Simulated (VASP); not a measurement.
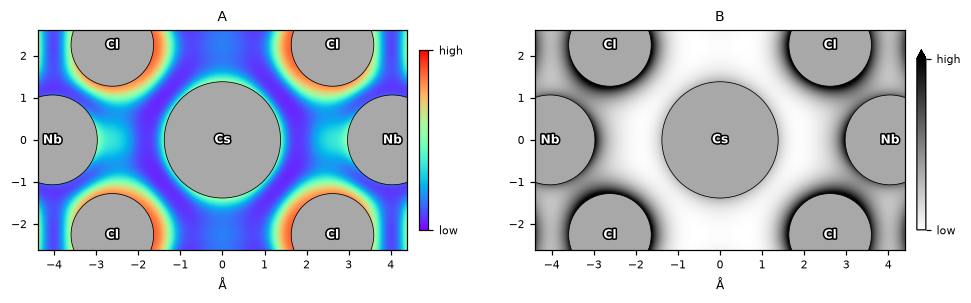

CsNbCl$_{2}$: 2 fields on the (11̄0) plane of the conventional cell, with unlabelled colour scales. Grey discs cover the atomic cores.

Space group P4/mmm; a generated structure, not necessarily the stable one.

These are results of VASP 6.6.1, Kohn-Sham DFT of a periodic cell, HSEsol with D3(BJ), VASP PAW PBE potentials, recommended, not measurements.

Q: Which field does each panel show? The fields are: electron localisation function and valence pseudo-density.

A: Panel A: electron localisation function. Panel B: valence pseudo-density. From the grid: Nb–Cl (2.67 Å): the density is about 0.31 e/Å³ at the midpoint; the ELF peaks at about 0.85 in the valence shell of Cl, 0.7 Å from its nucleus, and is about 0.20 at the midpoint (no shared electron pair shows on this line). Cs–Cl (3.46 Å): the density is about 0.09 e/Å³ at the midpoint; the ELF is about 0.05 at the midpoint: a largely ionic contact.
